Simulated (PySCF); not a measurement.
C5H18Si4

Input file:

```
{"job": {"kind": "nmr", "xc": "PBE0", "basis": "pcSseg-1"}, "charge": 0, "multiplicity": 1}
C     -3.344163     0.699573    -0.681878
C     -2.129836     1.019806     0.159776
C     -1.697051     0.031984     1.263850
C     -0.220587     0.305502     0.885883
Si     1.050892    -1.095166     0.830928
Si     0.135184    -2.996819    -0.195155
Si     2.869910    -0.352423    -0.454504
Si     3.451988     1.810948     0.236077
C     -0.725499     0.873921    -0.462915
H     -3.259279    -0.305144    -1.127743
H     -4.267018     0.722816    -0.080727
H     -3.463490     1.422090    -1.504885
H     -2.228334     2.028584     0.596170
H     -2.005636    -0.998278     1.016053
H     -2.004917     0.240905     2.299473
H      0.184681     1.121376     1.508876
H      1.539870    -1.459731     2.201339
H     -0.986958    -3.586328     0.601936
H     -0.398340    -2.630928    -1.545835
H      1.188063    -4.044272    -0.374521
H      4.045616    -1.269932    -0.319392
H      2.474327    -0.307239    -1.899782
H      2.282122     2.723336     0.034705
H      4.617289     2.359267    -0.524621
H      3.792134     1.804541     1.693379
H     -0.230403     1.776369    -0.853157
H     -0.723697     0.110470    -1.260318
```

Launched as:

```sh
OMP_NUM_THREADS=1 python probes_run.py task.json out
```

Geometry: PBE0-D3(BJ)/def2-SVP.

Method: PBE0/pcSseg-1, SCF density, gas phase, non-relativistic in PySCF.

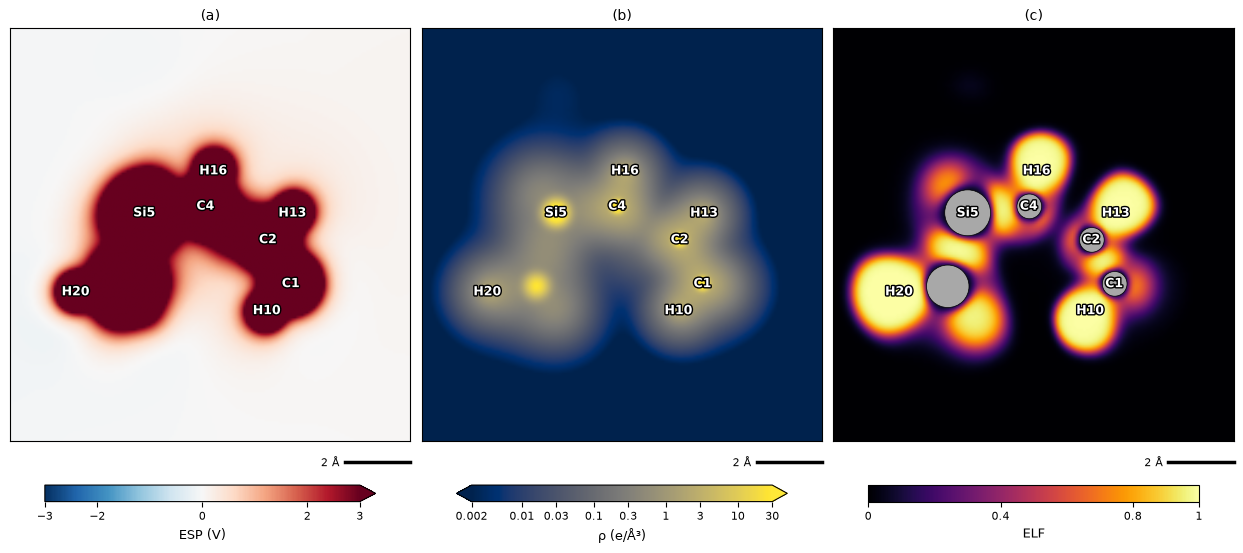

Figure 1. (a) molecular electrostatic potential; (b) electron density; (c) electron localisation function on the plane of atoms C1, C2 and H13. Grey discs cover the atomic cores in the ELF map.

What does the map show?

The plane passes through C, Si and H nuclei.
C–C (1.51 Å): the density is about 1.7 e/Å³ at the midpoint; the ELF peaks at about 0.95 between the atoms (localised, covalent bonding).
C–Si (1.89 Å): ρ at the midpoint is about 0.92 e/Å³; the ELF peaks at about 0.95 between the atoms: localised, covalent bonding.
C–H (1.10 Å): the density is about 1.9 e/Å³ at the midpoint; the ELF climbs to about 1 towards the hydrogen, as it does in any bond to H: an ordinary covalent bond to hydrogen.
The potential has no marked negative region in this plane.

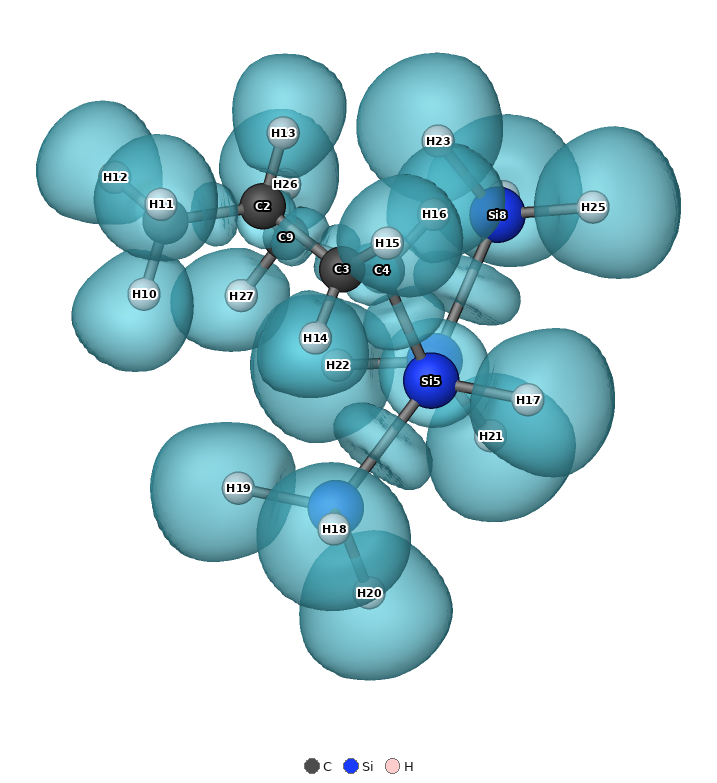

Figure 2. Isosurface of the electron localisation function at 0.8 (cyan), seen at an oblique angle. Only the valence region is drawn (cores and ρ < 0.01 e/Å³ removed).

Where are the electrons localised?

The ELF exceeds this value in five regions between bonded C–C atoms (shared pairs), one region between bonded C–Si atoms (shared pairs), three regions between bonded Si–Si atoms (shared pairs) and 18 regions around hydrogen nuclei.
